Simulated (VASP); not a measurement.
**A VASP study of FeAs (Westerveldite) (LDA + U): structure first, properties next**

Aim: relax FeAs (Westerveldite) with LDA + U, compute its properties on that cell and hold them against experiment. The steps: relaxing cell and atoms (LDA + U), second relaxation, single point with fields (LDA + U), band structure (LDA + U), density of states (LDA + U), zone-centre phonons (LDA + U), electric field gradients (LDA + U) and total energy, forces and stress (LDA + U), changed input. The start is a cell from a database of measured crystal structures.

Program: VASP 6.6.1. Level of theory: LDA, DFT+U (Fe d 5 eV), spin-polarised from a ferromagnetic start; plane waves and PAW (Fe, As). Results are calculated unless marked as measured.

**Measured values to reproduce.**

For FeAs, orthorhombic MnP-type (literature value), “The interplay between magnetism, structure, and strong electron-phonon coupling in binary FeAs under pressure” (2010, arxiv:1012.1391) quotes earlier work: lattice constant a (a, Pnma setting) 5.442 Å [Literature value cited in the introduction; measurement temperature not stated]; lattice constant b (b, Pnma setting) 3.3727 Å [Literature value cited in the introduction; measurement temperature not stated]; lattice constant c (c, Pnma setting) 6.0278 Å [Literature value cited in the introduction; measurement temperature not stated].

For FeAs, MnP-type (B31) orthorhombic (powder, earlier literature measurement), “Elucidation of the helical spin structure of FeAs” (2017, arxiv:1702.07660) quotes earlier work: moment of Fe (ordered moment per Fe in the helical state) 0.5 μB [Literature value from early powder refinement assuming a simple helix, a model later …].

This is a report of a sequence of runs, with most program output left out.

The database entry behind the starting cell differs from later determinations by our own check (old inner coordinates), so it need not match the best structure at ambient conditions.

## Step 1: Set-up

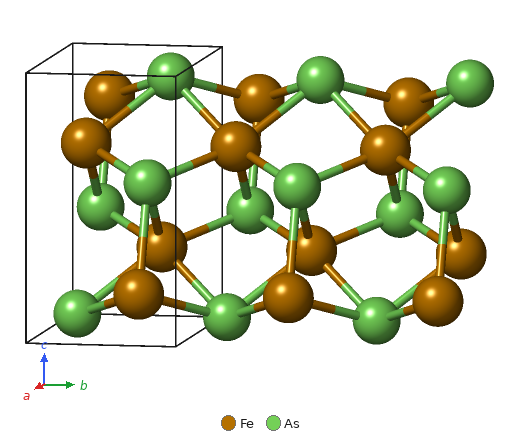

The starting structure, seen slightly off an axis (iron orange, arsenic green). 1×3×1 cells are drawn.

## Step 2: Relaxing cell and atoms (LDA + U)

The start need not lie at this functional's minimum. ISIF = 3 frees volume, shape and positions, and EDIFFG sets the threshold on forces and stress at which the search stops. LDA, the lowest rung, knows the local density alone. A Hubbard U penalises fractional filling of the localised shell, which semilocal functionals favour.

Input file INCAR:

```
SYSTEM = FeAs
PREC = Accurate
ENCUT = 400
EDIFF = 1E-06
NELM = 100
ISMEAR = 0
SIGMA = 0.05
LREAL = .FALSE.
ALGO = Normal
GGA = CA
NBANDS = 45
ISPIN = 2
MAGMOM = 3 3 3 3 0 0 0 0
LDAU = .TRUE.
LDAUTYPE = 2
LDAUL = 2 -1
LDAUU = 5 0
LDAUJ = 0 0
LDAUPRINT = 1
LASPH = .TRUE.
LMAXMIX = 4
LORBIT = 11
LWAVE = .FALSE.
LCHARG = .FALSE.
KPAR = 4
IBRION = 2
NSW = 60
ISIF = 3
EDIFFG = -0.01
```

Input file POSCAR:

```
FeAs
1.0
    5.4390000000      0.0000000000      0.0000000000
    0.0000000000      3.3730000000      0.0000000000
    0.0000000000      0.0000000000      6.0280000000
Fe As
4 4
Direct
    0.9900000000      0.7500000000      0.1900000000
    0.0100000000      0.2500000000      0.8100000000
    0.5100000000      0.2500000000      0.6900000000
    0.4900000000      0.7500000000      0.3100000000
    0.8000000000      0.7500000000      0.5800000000
    0.2000000000      0.2500000000      0.4200000000
    0.7000000000      0.2500000000      0.0800000000
    0.3000000000      0.7500000000      0.9200000000
```

Input file KPOINTS:

```
Automatic mesh
0
Gamma
4 7 4
0 0 0
```

Potentials, in the order of the species: Fe and As (LDA family, release 64).

On the command line:

```sh
$ mpirun -np 4 vasp_std
```

Elapsed: 3.5 min, on 4 MPI ranks of Intel Xeon 6975P-C (Granite Rapids), shared host; peak memory 1.1 GiB.

The magnetic state follows from one typed start and may not be the lowest. Experiment finds antiferromagnetic order in this phase (below 69.6 K, arxiv:1012.5311), so this ferromagnetic run describes another state. The k-mesh is coarse for a metal. A U on the itinerant d states of such a compound is hard to justify; it moves the bands at the Fermi level and favours large moments. After so large a change of volume the plane waves of the start cell no longer fit, so the final stress carries a basis-set error. The run keeps the 8 symmetry operations of its start, so it cannot find a distortion of lower symmetry.

Step by step:

| step | energy less that of the first step (eV) | largest force (eV/Å) | pressure (GPa) | volume (Å³) |
| --- | --- | --- | --- | --- |
| 1 | 0.0000 | 0.8172 | 9.87 | 110.59 |
| 2 | -0.4635 | 0.0763 | -1.63 | 124.76 |
| 3 | -0.4737 | 0.0895 | -0.47 | 123.00 |
| 4 | -0.4739 | 0.0920 | -0.29 | 122.73 |
| 5 | -0.4870 | 0.0521 | -0.09 | 122.53 |
| 6 | -0.4921 | 0.0788 | 0.29 | 122.28 |
| 7 | -0.4921 | 0.0728 | 0.27 | 122.31 |
| 8 | -0.4944 | 0.0454 | -0.14 | 122.80 |
| 9 | -0.4946 | 0.0470 | -0.22 | 122.97 |
| 10 | -0.4946 | 0.0481 | -0.27 | 123.05 |
| 11 | -0.4958 | 0.0337 | 0.03 | 122.73 |
| 12 | -0.4959 | 0.0314 | 0.05 | 122.66 |
| 13 | -0.4958 | 0.0281 | 0.16 | 122.53 |
| 14 | -0.4959 | 0.0308 | 0.09 | 122.63 |
| 15 | -0.4961 | 0.0096 | -0.01 | 122.76 |

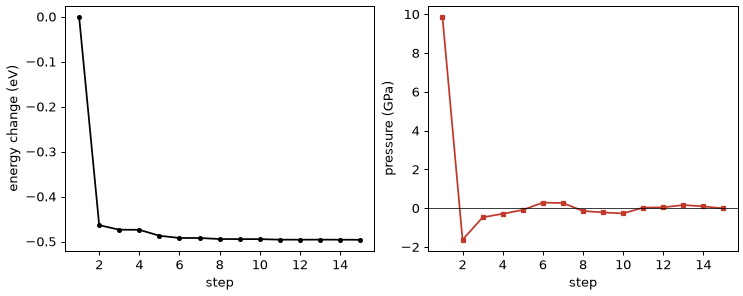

Energy and pressure along the relaxation.

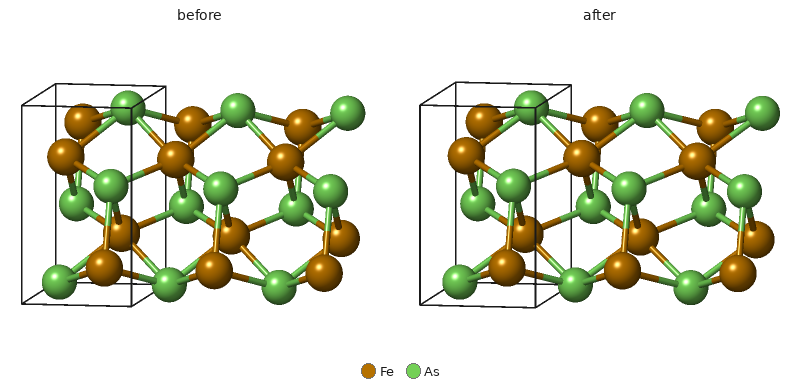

The structure before and after the relaxation, drawn at the same scale.

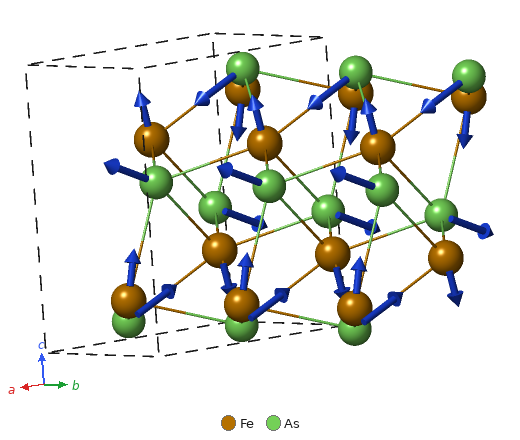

Displacements in the relaxation, exaggerated, measured against the changing cell; the longest in the cell stands for 0.04 Å. 1×3×1 cells are drawn.

| conventional cell, symmetrised | before | after | change |
| --- | --- | --- | --- |
| a (Å) | 5.439 | 5.704 | +4.9 % |
| b (Å) | 3.373 | 3.545 | +5.1 % |
| c (Å) | 6.028 | 6.071 | +0.7 % |
| volume (Å³/atom) | 13.82 | 15.35 | +11.0 % |

The atoms that moved most (Å, as changes of fractional coordinates times the final cell):

| atom | dx | dy | dz | length |
| --- | --- | --- | --- | --- |
| As8 | 0.039 | 0.000 | -0.015 | 0.042 |
| As6 | -0.039 | 0.000 | -0.015 | 0.042 |
| As5 | 0.039 | 0.000 | 0.015 | 0.042 |
| As7 | -0.039 | 0.000 | 0.015 | 0.042 |
| Fe2 | 0.006 | 0.000 | -0.025 | 0.025 |
| Fe3 | 0.006 | 0.000 | 0.025 | 0.025 |
| Fe1 | -0.006 | 0.000 | 0.025 | 0.025 |
| Fe4 | -0.006 | 0.000 | -0.025 | 0.025 |

The relaxed structure:

```xyz
8
Lattice="5.7040 0.0000 0.0000 0.0000 3.5452 0.0000 0.0000 0.0000 6.0709" Properties=species:S:1:pos:R:3 pbc="T T T"
Fe    5.6408    2.6589    1.1781
Fe    0.0632    0.8863    4.8928
Fe    2.9152    0.8863    4.2136
Fe    2.7888    2.6589    1.8573
As    4.6018    2.6589    3.5366
As    1.1022    0.8863    2.5343
As    3.9542    0.8863    0.5012
As    1.7498    2.6589    5.5698
```

This step gave:

* electrons: 52
* bands: 45
* irreducible k points: 36
* symmetry operations: 8
* free energy (TOTEN): -44.25 eV
* energy at zero smearing: -44.24 eV
* Fermi energy: 6.524 eV
* pressure: -0.008734 GPa
* moment of the cell, from the last line of the log: 11.80 μB
* metallic: yes
* SCF cycles over all ionic steps: 133

Spin moment in the PAW sphere by atom:

| atom | spin moment in the PAW sphere (μB) |
| --- | --- |
| Fe1 | 3.13 |
| Fe2 | 3.13 |
| Fe3 | 3.13 |
| Fe4 | 3.13 |
| As5 | -0.11 |
| As6 | -0.11 |
| As7 | -0.11 |
| As8 | -0.11 |

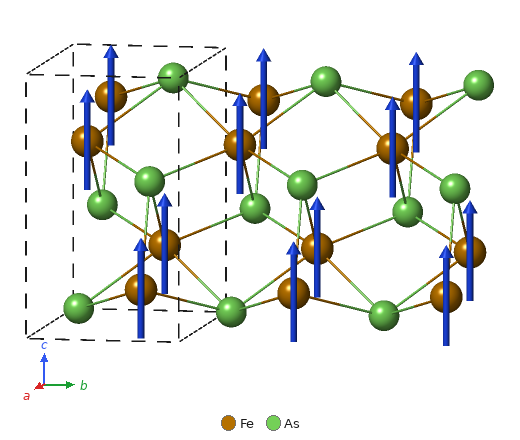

Spin moment in the PAW sphere as arrows, the longest 3.13 μB. Up and down stand for the sign. Arrows give size and sign along the axis of quantisation, drawn up and down the page. 1×3×1 cells are drawn.

It ends with a largest force of 0.010 eV/Å and a pressure of -0.01 GPa. The volume lies +11.0 % from that of the database's start.

## Step 3: Second relaxation

A relaxation keeps the plane waves of the cell it began with, so it is repeated from the new cell, on a basis made for it. The mesh changes with the cell too.

INCAR is that of step 2.

Input file POSCAR:

```
FeAs
1.0
    5.7039906252      0.0000000000      0.0000000000
    0.0000000000      3.5451812960      0.0000000000
    0.0000000000      0.0000000000      6.0709272547
Fe As
4 4
Direct
    0.9889275962      0.7500000000      0.1940583399
    0.0110724038      0.2500000000      0.8059416601
    0.5110724038      0.2500000000      0.6940583399
    0.4889275962      0.7500000000      0.3059416601
    0.8067650121      0.7500000000      0.5825529353
    0.1932349879      0.2500000000      0.4174470647
    0.6932349879      0.2500000000      0.0825529353
    0.3067650121      0.7500000000      0.9174470647
```

Input file KPOINTS:

```
Automatic mesh
0
Gamma
4 6 4
0 0 0
```

On the command line:

```sh
$ mpirun -np 4 vasp_std
```

Elapsed: 95 s, on 4 MPI ranks; peak memory 1.2 GiB.

Relaxation path:

| step | energy less that of the first step (eV) | largest force (eV/Å) | pressure (GPa) | volume (Å³) |
| --- | --- | --- | --- | --- |
| 1 | 0.0000 | 0.0207 | 0.11 | 122.76 |
| 2 | -0.0004 | 0.0170 | -0.03 | 122.95 |
| 3 | -0.0005 | 0.0160 | -0.16 | 123.09 |
| 4 | -0.0007 | 0.0149 | 0.03 | 122.93 |
| 5 | -0.0007 | 0.0151 | 0.03 | 122.94 |
| 6 | -0.0007 | 0.0150 | 0.02 | 122.95 |
| 7 | -0.0007 | 0.0090 | -0.03 | 122.96 |

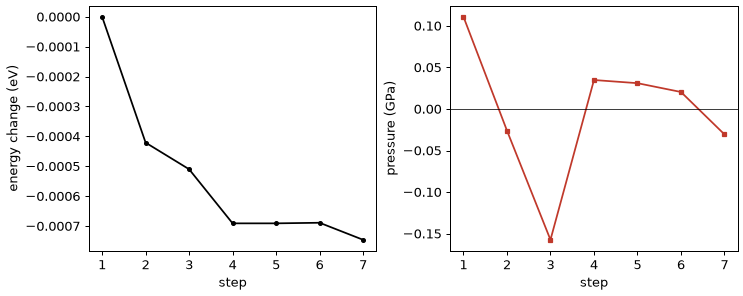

Energy and pressure along the relaxation.

| conventional cell, symmetrised | before | after | change |
| --- | --- | --- | --- |
| a (Å) | 5.704 | 5.714 | +0.2 % |
| b (Å) | 3.545 | 3.554 | +0.2 % |
| c (Å) | 6.071 | 6.055 | -0.3 % |
| volume (Å³/atom) | 15.35 | 15.37 | +0.2 % |

Final coordinates:

```
Fe As
1.0
     5.71440    0.00000    0.00000
     0.00000    3.55391    0.00000
     0.00000    0.00000    6.05472
Fe As
4 4
Direct
  0.98904 0.75000 0.19425
  0.01096 0.25000 0.80575
  0.51096 0.25000 0.69425
  0.48904 0.75000 0.30575
  0.80616 0.75000 0.58283
  0.19384 0.25000 0.41717
  0.69384 0.25000 0.08283
  0.30616 0.75000 0.91717
```

Numbers from this step:

- free energy (TOTEN): -44.26 eV
- energy at zero smearing: -44.26 eV
- Fermi energy: 6.479 eV
- pressure: -0.03056 GPa
- moment of the cell, from the last line of the log: 11.79 μB
- SCF cycles over all ionic steps: 53

It ends with a largest force of 0.009 eV/Å and a pressure of -0.03 GPa.

## Step 4: Single point with fields (LDA + U)

A single point on the relaxed cell gives a clean self-consistent state, with density, ELF and potential written out.

Changes to INCAR since step 3:

```diff
@@ -23,7 +23,5 @@
 LWAVE = .FALSE.
-LCHARG = .FALSE.
-KPAR = 4
-IBRION = 2
-NSW = 60
-ISIF = 3
-EDIFFG = -0.01
+LCHARG = .TRUE.
+ISIF = 2
+LELF = .TRUE.
+LVHAR = .TRUE.
```

Input file POSCAR:

```
FeAs
1.0
    5.7143988984      0.0000000000      0.0000000000
    0.0000000000      3.5539098179      0.0000000000
    0.0000000000      0.0000000000      6.0547204934
Fe As
4 4
Direct
    0.9890380728      0.7500000000      0.1942537985
    0.0109619272      0.2500000000      0.8057462015
    0.5109619272      0.2500000000      0.6942537985
    0.4890380728      0.7500000000      0.3057462015
    0.8061641613      0.7500000000      0.5828308464
    0.1938358387      0.2500000000      0.4171691536
    0.6938358387      0.2500000000      0.0828308464
    0.3061641613      0.7500000000      0.9171691536
```

KPOINTS is that of step 3.

On the command line:

```sh
$ mpirun -np 4 vasp_std
```

Elapsed: 44 s, on 4 MPI ranks; peak memory 0.72 GiB; 2.8 min of CPU time.

With spin, VASP writes an ELF for each channel.

Numbers from this step:

| Item | Value |
| --- | --- |
| electronic steps | 22 |
| bands | 48 |
| pressure | -0.01166 GPa |

Valence electrons inside each PAW sphere by angular momentum. Sphere charges, by row:

| atom | s (e) | p (e) | d (e) | tot (e) |
| --- | --- | --- | --- | --- |
| Fe1 | 0.385 | 0.452 | 6.278 | 7.115 |
| Fe2 | 0.385 | 0.452 | 6.278 | 7.115 |
| Fe3 | 0.385 | 0.452 | 6.278 | 7.115 |
| Fe4 | 0.385 | 0.452 | 6.278 | 7.115 |
| As5 | 1.256 | 1.516 | 0.056 | 2.828 |
| As6 | 1.256 | 1.516 | 0.056 | 2.828 |
| As7 | 1.256 | 1.516 | 0.056 | 2.828 |
| As8 | 1.256 | 1.516 | 0.056 | 2.828 |

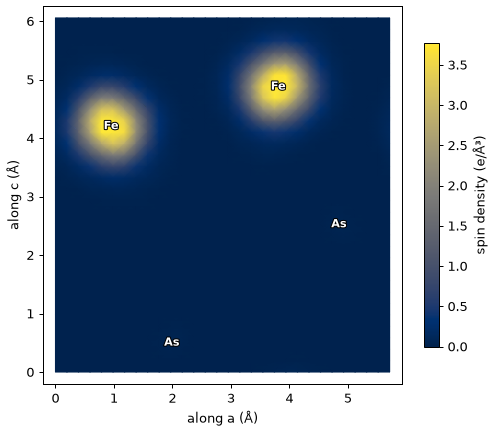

Spin density in the ac plane at fractional y = 0.250, with atoms of Fe and As within 0.2 Å of it. The map starts off the cell's origin, so that atoms lie inside it.

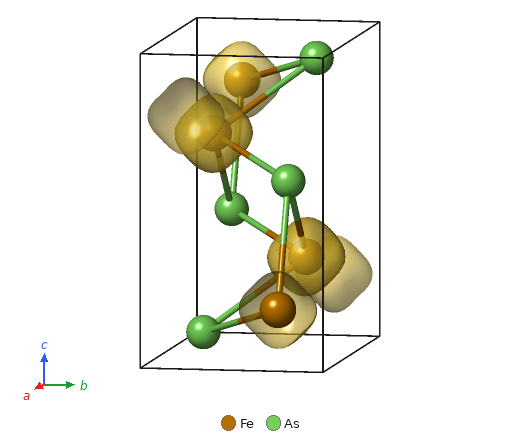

Surface of spin density = 0.59 e/Å³, which holds about 70 % of the integral of its size.

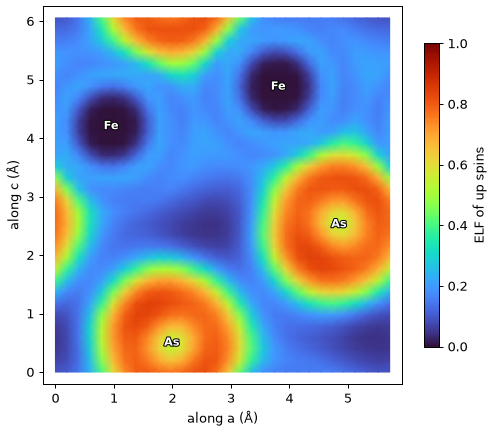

ELF of up spins in the ac plane at fractional y = 0.250, with atoms of Fe and As within 0.2 Å of it. It is the smooth field of the valence electrons, not physical close to the nuclei. The map starts off the cell's origin, so that atoms lie inside it.

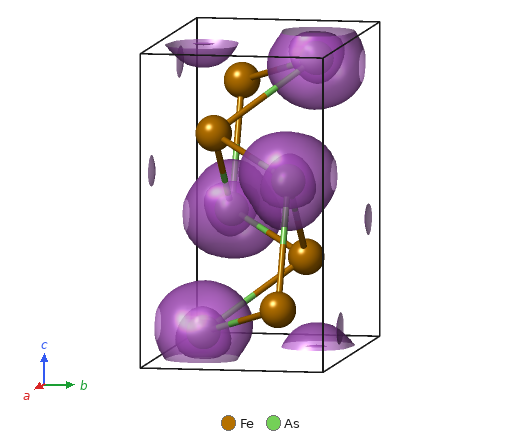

Surface of ELF of up spins = 0.77.

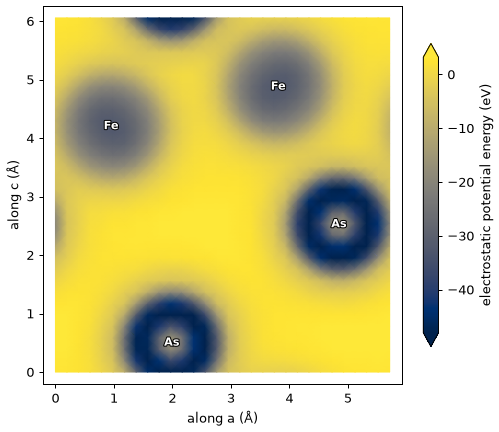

Electrostatic potential energy in the ac plane at fractional y = 0.250, with atoms of Fe and As within 0.2 Å of it. With pseudopotentials it is smooth inside the atoms' cores, unlike the true potential. The map starts off the cell's origin, so that atoms lie inside it.

In this run the pressure is -0.01 GPa, small enough to go on.

[end of part 1 of 2]

[Lines on the potential files, build, host, timing and source positions are cut from VASP's logs without a mark.]

[Logs are printed without paths, hosts, clocks, repeated set-up lines and the standing remarks that a program may print on its own settings, such as how far it seeks lower states.]

[Hosts, paths, dates, database ids (printed as entryN), source tags and the programs' standing remarks are cut or masked in the printed files.]

[A measured line is paired with the nearest computed mode of its activity, which favours agreement.]
